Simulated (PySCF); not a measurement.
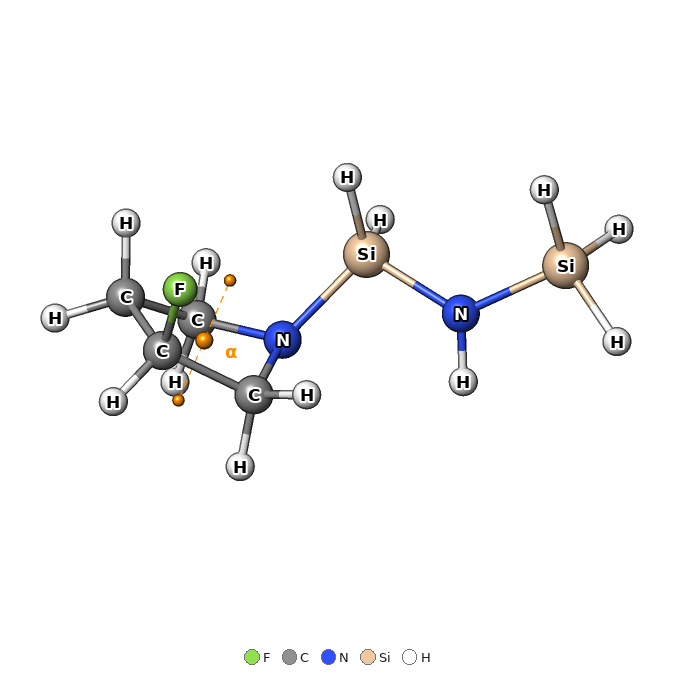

The small points mark where nucleus-independent chemical shifts (NICS) were computed: at the centre of each lettered ring and 1 Å above and below it. The computed structure is the end point of a GFN2-xTB optimisation. No frequency run is at hand to confirm it as a minimum. Level of theory: GIAO PBE0/pcSseg-1 NMR shielding, non-relativistic, gas phase (PySCF 2.14.0).

Give NICS(0), NICS(1) and the out-of-plane component NICS(1)zz for each ring (means of the two sides).

```csv
ring,members,NICS(0),NICS(1),NICS(1)zz
α,C4N,−5.4,−3.9,−5.4
```

Values in ppm.

Question. What do the values say about the ring currents?

Answer. Ring α: weak, as in a non-aromatic ring. NICS is one index among several.

The geometry is semi-empirical. Around Si such bond lengths and angles can be off by a tenth of an ångström or more and by several degrees, and values that hang on the shape move with them.
